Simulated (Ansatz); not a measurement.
Geometry relaxation, with input and output: GeH4O3F2

GeH4O3F2, computed with RKS B3LYP-D4/def2-SVP (Ansatz 0.2.0).

It belongs to a series of runs on one base structure; here: end point B relaxed. Figures and captions count atoms from 1; the log counts them from 0 in places.

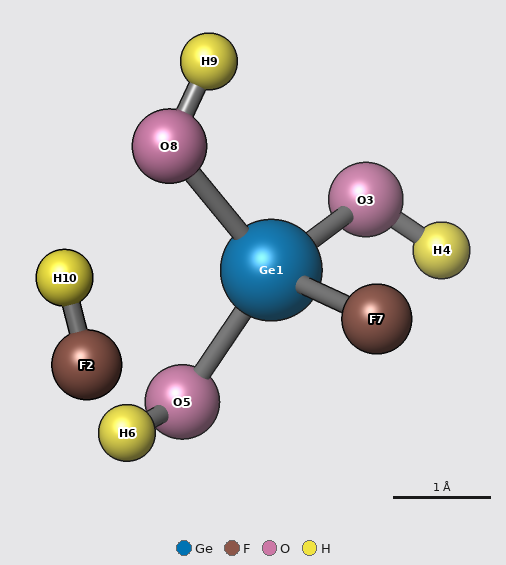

Figure 1. The starting structure (ball-and-stick view, seen at a tilt; atoms are numbered from 1 in the order of the input). Sticks mark near contacts.

Input file:
```yaml
crystal:
  periodic: [false, false, false]
  atoms:
    - { symbol: Ge, position_ang: [0.58496, 0.196962, -0.19692] }
    - { symbol: F, position_ang: [-1.182502, 0.748619, 2.017873] }
    - { symbol: O, position_ang: [1.735177, 0.092031, -1.520462] }
    - { symbol: H, position_ang: [1.52916, -0.6191, -2.142722] }
    - { symbol: O, position_ang: [-0.928177, 0.902965, -0.709414] }
    - { symbol: H, position_ang: [-1.499303, 1.003208, 0.069663] }
    - { symbol: F, position_ang: [0.335127, -1.41926, 0.386614] }
    - { symbol: O, position_ang: [1.364382, 1.16075, 1.065806] }
    - { symbol: H, position_ang: [2.326133, 1.059096, 1.066891] }
    - { symbol: H, position_ang: [-0.421156, 1.16193, 2.351272] }
basis:
  gaussian: { orbitals: def2-SVP }
hamiltonian:
  xc: b3lyp
  dispersion: d4
relax:
  f_tol: 0.03
  max_steps: 50
output:
  orbitals: {}
```

Launch command:
```bash
ansatz run input.yaml --threads 4 --pin off --max-ram 5120MiB --backend cpu --events-out ev --progress --plain --runs-dir out
```

The program's output:
```
The last accepted step is kept in [file] (removed where the run ends without a failure and the disk answers)
Engine: ansatz 0.2.0, aarch64-unknown-linux-gnu
Functional definition: B3LYP
  parameter a0 = 0.2
  parameter ax = 0.72
  parameter ac = 0.81
  exchange = (1 - a0 - ax)*slater_x + ax*b88_x + a0*exact_x
  correlation = (1 - ac)*vwn_rpa_c + ac*lyp_c
1254 factors; integrals over basis functions are off by at most 5.5e-4 eV
mean field evaluation 1: about -68132.7310 eV, gradient 9.2e1 eV
mean field evaluation 2: about -68110.9312 eV, gradient 1.4e2 eV
mean field evaluation 4: about -68146.2561 eV, gradient 6.0e0 eV
mean field evaluation 8: about -68146.3307 eV, gradient 9.8e-2 eV
mean field evaluation 16: about -68146.3307 eV, gradient 7.9e-6 eV
mean field -68146.33071419 eV, -2504.3314625047 hartree, gradient 7.8e-6 eV, S^2 0.000000; 0 other end points of the search recorded, 0 dependent functions left out
the calculation of the forces begins
reference -68146.33092868 eV, -2504.3314703868 hartree; 39, 39 occupied and 83, 83 virtual orbitals, 1254 factors
relax step   1: F+E_penalty+E_count = -68146.64368779 eV  Δ(F+E_penalty+E_count) = +0.000e0 eV  max|allowed force component| = 4.691e-1 eV/Å  Δτ_max = 0.0000 Å  (28 SCF iters, accepted)
these checks for a lower state are left out or cut short: starts, cluster_reference, orbital_swaps, neighbouring_geometries, increment
1254 factors; integrals over basis functions are off by at most 5.7e-4 eV
mean field -68146.38060740 eV, -2504.3332960460 hartree, gradient 1.1e-5 eV, S^2 0.000000; 0 other end points of the search recorded, 0 dependent functions left out
[... from here on the field's lines of each further geometry are left out, up to the last ...]
relax step   2: F+E_penalty+E_count = -68146.69329746 eV  Δ(F+E_penalty+E_count) = -4.961e-2 eV  max|allowed force component| = 1.643e0 eV/Å  Δτ_max = 0.1949 Å  (30 SCF iters, accepted)
relax step   3: F+E_penalty+E_count = -68146.76464170 eV  Δ(F+E_penalty+E_count) = -7.134e-2 eV  max|allowed force component| = 8.754e-1 eV/Å  Δτ_max = 0.1951 Å  (30 SCF iters, accepted)
relax step   4: F+E_penalty+E_count = -68146.78428319 eV  Δ(F+E_penalty+E_count) = -1.964e-2 eV  max|allowed force component| = 6.110e-1 eV/Å  Δτ_max = 0.1821 Å  (28 SCF iters, accepted)
relax step   5: F+E_penalty+E_count = -68146.80591125 eV  Δ(F+E_penalty+E_count) = -2.163e-2 eV  max|allowed force component| = 2.327e-1 eV/Å  Δτ_max = 0.0520 Å  (30 SCF iters, accepted)
relax step   6: F+E_penalty+E_count = -68146.80741221 eV  Δ(F+E_penalty+E_count) = -1.501e-3 eV  max|allowed force component| = 3.739e-1 eV/Å  Δτ_max = 0.0957 Å  (28 SCF iters, accepted)
relax step   7: F+E_penalty+E_count = -68146.81867776 eV  Δ(F+E_penalty+E_count) = -1.127e-2 eV  max|allowed force component| = 1.972e-1 eV/Å  Δτ_max = 0.0709 Å  (29 SCF iters, accepted)
relax step   8: F+E_penalty+E_count = -68146.82421231 eV  Δ(F+E_penalty+E_count) = -5.535e-3 eV  max|allowed force component| = 1.755e-1 eV/Å  Δτ_max = 0.1221 Å  (29 SCF iters, accepted)
relax step   9: F+E_penalty+E_count = -68146.82665354 eV  Δ(F+E_penalty+E_count) = -2.441e-3 eV  max|allowed force component| = 1.286e-1 eV/Å  Δτ_max = 0.0587 Å  (29 SCF iters, accepted)
relax step  10: F+E_penalty+E_count = -68146.82807050 eV  Δ(F+E_penalty+E_count) = -1.417e-3 eV  max|allowed force component| = 7.223e-2 eV/Å  Δτ_max = 0.0551 Å  (30 SCF iters, accepted)
relax step  11: F+E_penalty+E_count = -68146.82816929 eV  Δ(F+E_penalty+E_count) = -9.879e-5 eV  max|allowed force component| = 8.147e-2 eV/Å  Δτ_max = 0.0538 Å  (29 SCF iters, accepted)
relax step  12: F+E_penalty+E_count = -68146.82873524 eV  Δ(F+E_penalty+E_count) = -5.660e-4 eV  max|allowed force component| = 3.856e-2 eV/Å  Δτ_max = 0.0141 Å  (30 SCF iters, accepted)
the calculation of the forces begins
reference -68146.52015511 eV, -2504.3384243298 hartree; 39, 39 occupied and 83, 83 virtual orbitals, 1254 factors
relax step  13: F+E_penalty+E_count = -68146.82883628 eV  Δ(F+E_penalty+E_count) = -1.010e-4 eV  max|allowed force component| = 1.070e-2 eV/Å  Δτ_max = 0.0039 Å  (24 SCF iters, accepted)
```

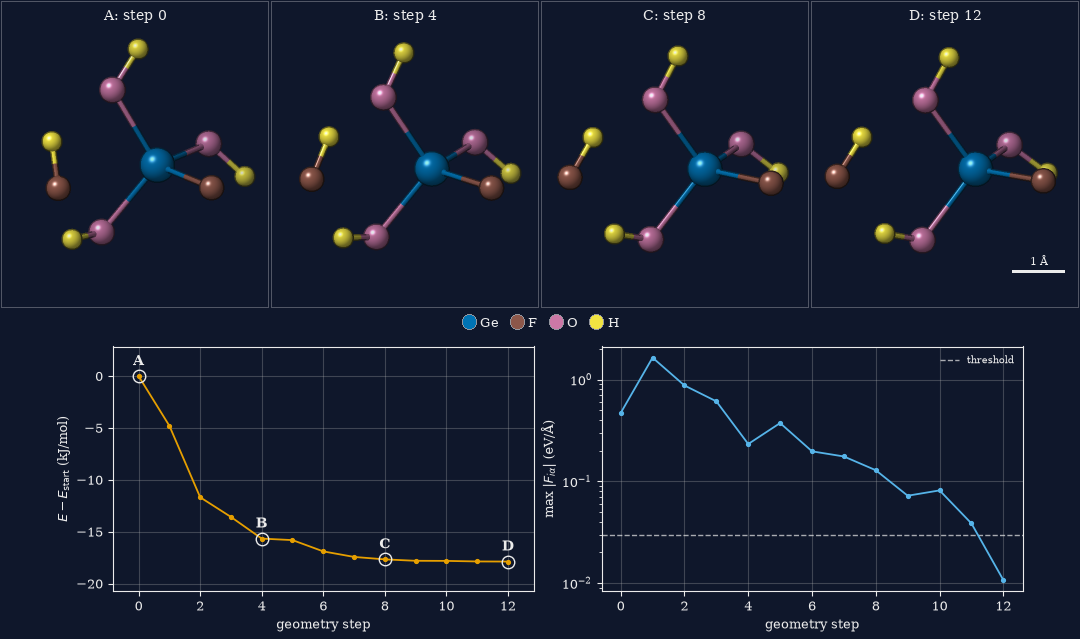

Figure 2. Frames of the relaxation (ball-and-stick view, seen at a tilt) above the curves, on which the letters mark them (the first geometry is step 0 here and step 1 in the log).

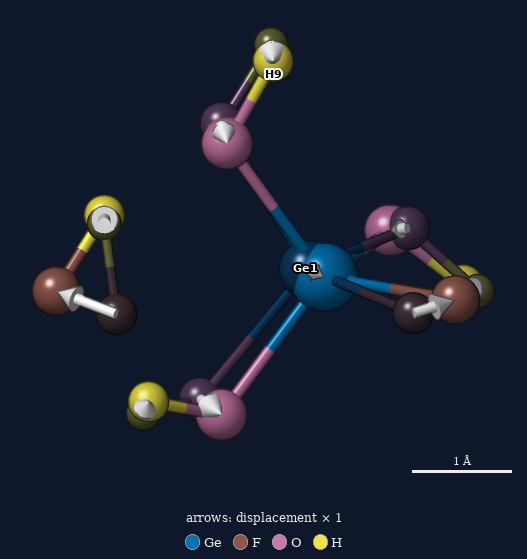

Figure 3. Start (faint) and end (solid) with the displacements as white arrows, at true length (ball-and-stick view, seen at a tilt). The two geometries are laid on each other by the best rigid fit. The largest move after the best rigid fit is that of F2, 0.73 Å. Largest moves by element: F 0.73 Å, H 0.58 Å, O 0.46 Å, Ge 0.18 Å. Among the contacts that change: F2–H10 0.928 → 0.952 Å, Ge1–O8 1.769 → 1.784 Å, Ge1–O5 1.747 → 1.737 Å, O5–H6 0.971 → 0.980 Å. Among the angles that change: O5–Ge1–O8 111.8° → 106.6°, Ge1–O8–H9 112.4° → 116.1°, O3–Ge1–O5 111.7° → 115.3°. The energy falls by 17.9 kJ/mol in 12 geometry steps. Largest force component: 0.47 eV/Å at the start, 0.011 eV/Å at the end. (Atoms are counted from 1 in the order of the input.)

```
1254 factors; integrals over basis functions are off by at most 5.0e-4 eV
mean field -68146.51994045 eV, -2504.3384164411 hartree, gradient 1.3e-5 eV, S^2 0.000000; 1 other end points of the search recorded, 0 dependent functions left out
the calculation of the forces begins
reference -68146.52015511 eV, -2504.3384243298 hartree; 39, 39 occupied and 83, 83 virtual orbitals, 1254 factors
Total energy: -68146.82905094 eV, -2504.3497760421 hartree
Atom 0 at     0.573633     0.020034    -0.251759 Å, force    -0.000303    -0.010705     0.001063 eV/Å
Atom 1 at    -1.155142     1.497112     2.022659 Å, force    -0.007908     0.001422     0.000257 eV/Å
Atom 2 at     1.679062     0.282428    -1.583006 Å, force    -0.003358    -0.001489    -0.001346 eV/Å
Atom 3 at     1.589140    -0.369526    -2.292236 Å, force     0.000724     0.001339    -0.001433 eV/Å
Atom 4 at    -1.061803     0.534514    -0.532978 Å, force     0.009801     0.001925     0.003072 eV/Å
Atom 5 at    -1.429583     0.910183     0.294533 Å, force    -0.005797    -0.002080    -0.002014 eV/Å
Atom 6 at     0.648452    -1.665593     0.153027 Å, force    -0.000223     0.009478    -0.000871 eV/Å
Atom 7 at     1.161965     0.939425     1.159022 Å, force     0.004287     0.001193    -0.006227 eV/Å
Atom 8 at     2.046932     0.712450     1.475467 Å, force    -0.002817    -0.001446     0.002854 eV/Å
Atom 9 at    -0.208854     1.426174     1.943871 Å, force     0.005594     0.000362     0.004644 eV/Å
Dipole moment:     0.558609    -0.072111    -0.058987 e Å
```

Trajectory as extended XYZ (Å, eV, eV/Å), 11 of the 13 frames kept, from step=1 to step=13:
```
10
Properties=species:S:1:pos:R:3:forces:R:3 step=1 energy=-68146.64369
Ge    0.5850    0.1970   -0.1969    0.1145  -0.0226  -0.1565
F    -1.1825    0.7486    2.0179   -0.3532  -0.0852   0.0546
O     1.7352    0.0920   -1.5205   -0.0112  -0.0039   0.0099
H     1.5292   -0.6191   -2.1427    0.0044   0.0096  -0.0089
O    -0.9282    0.9030   -0.7094    0.0162  -0.0189   0.0071
H    -1.4993    1.0032    0.0697    0.0011   0.0083  -0.0049
F     0.3351   -1.4193    0.3866   -0.0008   0.0004   0.0103
O     1.3644    1.1607    1.0658   -0.2403  -0.0072   0.1693
H     2.3261    1.0591    1.0669    0.0002  -0.0011  -0.0032
H    -0.4212    1.1619    2.3513    0.4691   0.1205  -0.0777
10
Properties=species:S:1:pos:R:3:forces:R:3 step=2 energy=-68146.69330
Ge    0.5769    0.1852   -0.1986   -0.0662  -0.1681  -0.3707
F    -1.2062    0.8305    2.0842    1.6432   0.5477   0.2284
O     1.7415    0.1052   -1.5112   -0.0193   0.0408   0.0922
H     1.5464   -0.5996   -2.1445    0.0041   0.0114   0.0038
O    -0.9398    0.8845   -0.7083    0.0701  -0.0446   0.0316
H    -1.5071    0.9880    0.0737   -0.0453   0.0267   0.0751
F     0.3346   -1.4378    0.3693    0.0197   0.0404   0.0185
O     1.3088    1.1409    1.0996   -0.1941  -0.0151   0.1698
H     2.2742    1.0673    1.1077   -0.0288   0.0308   0.1043
H    -0.2856    1.1230    2.2167   -1.3834  -0.4701  -0.3529
10
Properties=species:S:1:pos:R:3:forces:R:3 step=3 energy=-68146.76464
Ge    0.5484    0.1610   -0.2034   -0.2452  -0.2588  -0.3989
F    -1.0916    0.9154    2.1009    0.8226   0.2270  -0.0059
O     1.7460    0.1325   -1.4880   -0.0652  -0.0128   0.0853
H     1.5776   -0.5634   -2.1423    0.0249   0.0894   0.0857
O    -0.9708    0.8521   -0.7117   -0.1663  -0.0227   0.2929
H    -1.5372    0.9635    0.0812    0.2207   0.0031  -0.2123
F     0.3249   -1.4736    0.3372    0.0478   0.0651  -0.0117
O     1.2112    1.1034    1.1465    0.4940   0.0081  -0.0251
H     2.1823    1.0607    1.1882   -0.2578   0.0760   0.1552
H    -0.1469    1.1356    2.0801   -0.8754  -0.1745   0.0347
10
Properties=species:S:1:pos:R:3:forces:R:3 step=5 energy=-68146.80591
Ge    0.5515    0.0831   -0.2278    0.1832   0.1915   0.0652
F    -1.1401    1.1328    2.0914    0.1131  -0.0101   0.0058
O     1.7398    0.1717   -1.5121   -0.0597  -0.1063  -0.0460
H     1.5851   -0.4725   -2.2191    0.0349   0.0566   0.0349
O    -1.0005    0.7426   -0.6606   -0.0505  -0.0421   0.1083
H    -1.4879    0.9543    0.1605    0.0639   0.0053  -0.0365
F     0.4151   -1.5661    0.2858   -0.0080  -0.0199  -0.0172
O     1.2090    1.0239    1.1419   -0.2327  -0.0531  -0.0476
H     2.1650    0.9898    1.2723    0.0377  -0.0580  -0.0151
H    -0.1933    1.2277    2.0564   -0.0817   0.0361  -0.0518
10
Properties=species:S:1:pos:R:3:forces:R:3 step=6 energy=-68146.80741
Ge    0.5745    0.0813   -0.2464   -0.3739  -0.1562   0.0624
F    -1.1415    1.1997    2.1423    0.0379   0.0161  -0.0793
O     1.7339    0.1763   -1.5434    0.1872   0.0638  -0.1216
H     1.6003   -0.4612   -2.2588   -0.0402  -0.0019   0.0519
O    -1.0123    0.6794   -0.6490    0.1251   0.0404  -0.0502
H    -1.4646    0.9508    0.1695   -0.0561   0.0188   0.1456
F     0.4495   -1.5749    0.2542    0.0919  -0.0018  -0.0028
O     1.1828    1.0218    1.1332   -0.1143   0.0798  -0.0109
H     2.1208    0.9278    1.3303    0.1889  -0.0363   0.0486
H    -0.1996    1.2861    2.0569   -0.0465  -0.0226  -0.0438
10
Properties=species:S:1:pos:R:3:forces:R:3 step=7 energy=-68146.81868
Ge    0.5684    0.0669   -0.2389   -0.1972  -0.0433  -0.0507
F    -1.1522    1.2449    2.0888    0.0599   0.0328  -0.0027
O     1.7246    0.2016   -1.5426    0.0693   0.0241  -0.0326
H     1.5982   -0.4414   -2.2543   -0.0205  -0.0012   0.0278
O    -1.0227    0.6658   -0.6184    0.0588   0.0165   0.0304
H    -1.4627    0.9399    0.2106    0.0224  -0.0078   0.0173
F     0.4827   -1.5990    0.2342    0.0502  -0.0200   0.0051
O     1.1867    0.9972    1.1456   -0.0507   0.0516   0.0058
H     2.1265    0.8928    1.3388    0.0750  -0.0181   0.0353
H    -0.2057    1.3184    2.0248   -0.0672  -0.0345  -0.0358
10
Properties=species:S:1:pos:R:3:forces:R:3 step=8 energy=-68146.82421
Ge    0.5688    0.0417   -0.2439   -0.0442  -0.0379  -0.0707
F    -1.1710    1.3616    2.0580    0.1444  -0.0056  -0.0064
O     1.7111    0.2336   -1.5565    0.0028   0.0074   0.0140
H     1.5995   -0.4064   -2.2731   -0.0155  -0.0104   0.0094
O    -1.0391    0.6169   -0.5784    0.0202   0.0040   0.0944
H    -1.4431    0.9253    0.2607    0.0254  -0.0135  -0.0706
F     0.5472   -1.6365    0.1991    0.0207   0.0351  -0.0129
O     1.1795    0.9663    1.1500    0.1167   0.0022   0.0797
H     2.1109    0.8255    1.3817   -0.1755   0.0123  -0.0276
H    -0.2201    1.3593    1.9910   -0.0949   0.0064  -0.0092
10
Properties=species:S:1:pos:R:3:forces:R:3 step=9 energy=-68146.82665
Ge    0.5690    0.0300   -0.2477   -0.0043  -0.0461  -0.0407
F    -1.1656    1.4183    2.0436    0.0118  -0.0029   0.0086
O     1.7025    0.2511   -1.5642   -0.0189   0.0027   0.0236
H     1.5989   -0.3889   -2.2822   -0.0109  -0.0084   0.0075
O    -1.0486    0.5877   -0.5601    0.0113  -0.0029   0.0904
H    -1.4360    0.9161    0.2801    0.0208  -0.0118  -0.0810
F     0.5836   -1.6538    0.1787    0.0072   0.0666  -0.0210
O     1.1690    0.9516    1.1547    0.1010  -0.0108   0.0479
H     2.0885    0.7871    1.4131   -0.1286   0.0122  -0.0242
H    -0.2173    1.3880    1.9728    0.0106   0.0016  -0.0111
10
Properties=species:S:1:pos:R:3:forces:R:3 step=11 energy=-68146.82817
Ge    0.5737    0.0197   -0.2532   -0.0358  -0.0552   0.0000
F    -1.1536    1.5123    2.0204    0.0229  -0.0268   0.0067
O     1.6810    0.2813   -1.5822    0.0058   0.0121  -0.0103
H     1.5909   -0.3691   -2.2929    0.0000   0.0018   0.0039
O    -1.0630    0.5327   -0.5336    0.0189  -0.0001   0.0353
H    -1.4283    0.9068    0.2965   -0.0032   0.0045  -0.0266
F     0.6488   -1.6682    0.1479   -0.0016   0.0451  -0.0030
O     1.1563    0.9374    1.1607    0.0815  -0.0246   0.0206
H     2.0458    0.7177    1.4727   -0.0498   0.0104  -0.0126
H    -0.2077    1.4166    1.9523   -0.0386   0.0329  -0.0141
10
Properties=species:S:1:pos:R:3:forces:R:3 step=12 energy=-68146.82874
Ge    0.5732    0.0195   -0.2523   -0.0125  -0.0310   0.0065
F    -1.1544    1.5010    2.0224    0.0250  -0.0012  -0.0015
O     1.6801    0.2826   -1.5821   -0.0025   0.0039  -0.0039
H     1.5906   -0.3687   -2.2920    0.0008   0.0014   0.0000
O    -1.0628    0.5336   -0.5329    0.0187  -0.0012   0.0087
H    -1.4295    0.9073    0.2961   -0.0080   0.0031  -0.0050
F     0.6481   -1.6674    0.1496   -0.0010   0.0257  -0.0027
O     1.1593    0.9371    1.1605    0.0386  -0.0052  -0.0011
H     2.0466    0.7137    1.4744   -0.0245   0.0048  -0.0042
H    -0.2073    1.4286    1.9448   -0.0347  -0.0003   0.0031
10
Properties=species:S:1:pos:R:3:forces:R:3 step=13 energy=-68146.82884
Ge    0.5736    0.0200   -0.2518   -0.0003  -0.0107   0.0011
F    -1.1551    1.4971    2.0227   -0.0079   0.0014   0.0003
O     1.6791    0.2824   -1.5830   -0.0034  -0.0015  -0.0013
H     1.5891   -0.3695   -2.2922    0.0007   0.0013  -0.0014
O    -1.0618    0.5345   -0.5330    0.0098   0.0019   0.0031
H    -1.4296    0.9102    0.2945   -0.0058  -0.0021  -0.0020
F     0.6485   -1.6656    0.1530   -0.0002   0.0095  -0.0009
O     1.1620    0.9394    1.1590    0.0043   0.0012  -0.0062
H     2.0469    0.7125    1.4755   -0.0028  -0.0014   0.0029
H    -0.2089    1.4262    1.9439    0.0056   0.0004   0.0046
```

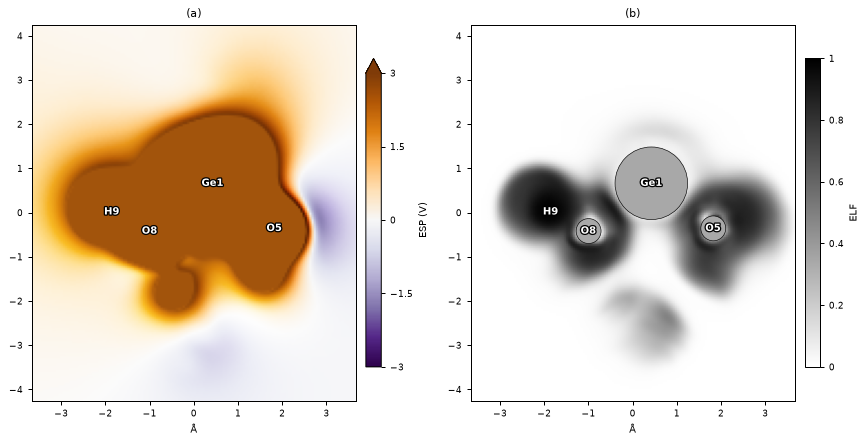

Figure 4. (a) electrostatic potential; (b) electron localisation function on the plane of atoms Ge1, O8 and H9. Grey discs, where drawn, cover atomic cores. Atoms in the plane: Ge, O and H. Ge–O (1.74 Å): the ELF peaks at about 0.80 in the valence shell of O, 0.6 Å from its nucleus, and is about 0.35 at the midpoint. Ge–O (1.78 Å): the ELF peaks at about 0.85 in the valence shell of O, 0.6 Å from its nucleus, and is about 0.30 at the midpoint. O–H (0.97 Å): the ELF climbs to about 1 towards the hydrogen, as it does in any bond to H (a covalent bond by its length).

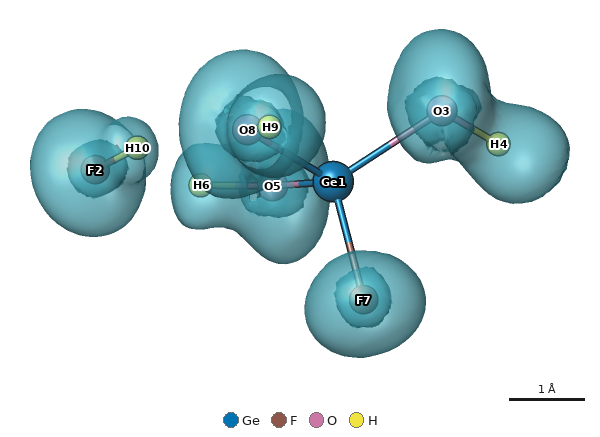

Figure 5. Isosurface of the electron localisation function at 0.75 (cyan), seen from the side. Only the valence region is drawn (cores and ρ < 0.01 e/Å³ removed). Along the contacts the grid gives the following. O8···H10 (1.65 Å): the ELF is only about 0.15 between them (by its geometry a hydrogen bond between the two molecules, with no shared pair). Ge–F (1.74 Å): the ELF peaks at about 0.85 in the valence shell of F, 0.5 Å from its nucleus, and is about 0.20 at the midpoint.

Key numbers:

```csv
quantity,value
outcome,converged
total energy,−68146.8291 eV
mean-field energy,−68146.5202 eV
largest force (length of the vector) at the end,0.011 eV/Å
hardware,"4 threads of Arm Neoverse V1, 24 GiB of memory available, shared host"
wall time,37 s (CPU time 2.2 min)
peak memory,0.34 GiB
```
